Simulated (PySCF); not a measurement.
System: C$_{5}$H$_{11}$BO (SMILES C=CCCBOC).

```xyz
18

C    -2.2438   -1.6733    1.1173
C    -2.0667   -0.3996    0.8201
C    -1.0545    0.1134   -0.1523
C    -0.0260    1.0227    0.5524
B     1.0620    1.5675   -0.4891
O     2.1573    0.9256   -0.8686
C     2.5984   -0.3368   -0.4340
H    -1.6651   -2.4506    0.6440
H    -2.9761   -1.9985    1.8369
H    -2.6588    0.3623    1.3115
H    -0.5464   -0.7243   -0.6353
H    -1.5597    0.6946   -0.9288
H    -0.5673    1.8492    1.0158
H     0.4270    0.4523    1.3680
H     0.9212    2.6048   -1.0244
H     2.6118   -1.0138   -1.2916
H     1.9607   -0.7561    0.3460
H     3.6172   -0.2330   -0.0529
```

Geometry: GFN2-xTB.

The calculation used PySCF, CAM-B3LYP/def2-SVPD, SCF density, gas phase.

What can the converged electron density and electron localisation function tell about the bonding?

Answer. B–O (1.33 Å): ρ is about 2.3 e/Å³ halfway; the ELF peaks at about 0.90 between the atoms: a short, strongly polar bond.
C–O (1.41 Å): the density is about 2.1 e/Å³ at the midpoint, with its minimum of 1.7 e/Å³ about 0.5 Å from C; the ELF peaks at about 0.90 between the atoms, as expected for a shared but strongly polarised pair.
C–B (1.60 Å): ρ at the midpoint is about 1.4 e/Å³; the ELF peaks at about 1 between the atoms, as expected for a covalent bond.
C–H (1.09 Å): ρ is about 2 e/Å³ halfway; the ELF climbs to about 1 towards the hydrogen, as it does in any bond to H (an ordinary covalent bond to hydrogen).

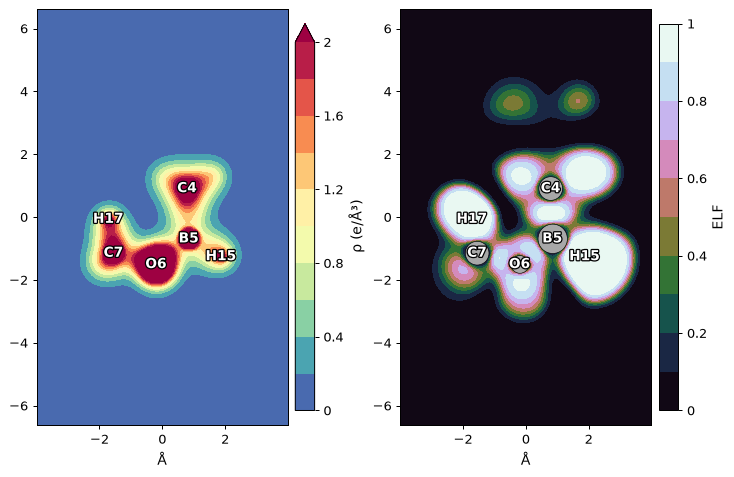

Computed electron density and electron localisation function on the plane of atoms O6, B5 and H15, in this order. Grey discs cover the atomic cores in the ELF map. 
